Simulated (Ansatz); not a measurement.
The figure comes from a scan of MgV2O6 (space group C2/m): the cell is scaled evenly about its relaxed volume V₀. Method: r2SCAN (plane waves to 500 eV, PAW, scalar-relativistic; Ansatz, a first-principles code). k mesh 10×10×5 (Γ-centred), Fermi-Dirac smearing 0.05 eV. E stands for the smeared free energy. Some relaxations began with atoms very close together and may have settled on another branch. MgV2O6 is run without spin polarisation. MgV2O6 was relaxed with its symmetry unable to fall. ΔE is measured from the relaxed starting cell.

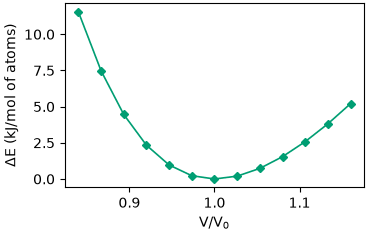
Fig. 1. ΔE (kJ/mol of atoms) against V/V₀; markers are the computed points, lines only join them.

Task: Turn the plot into a table (rounded to what can be read).

Result: To the nearest 0.2:

```tsv
V/V₀	ΔE (kJ/mol of atoms)
0.840	11.6
0.867	7.4
0.893	4.4
0.920	2.4
0.947	1.0
0.973	0.2
1.000	0.0
1.027	0.2
1.053	0.8
1.080	1.6
1.107	2.6
1.133	3.8
1.160	5.2
```

(Under strain, the slope of the energy per volume gives the stress and its curvature an elastic modulus.)
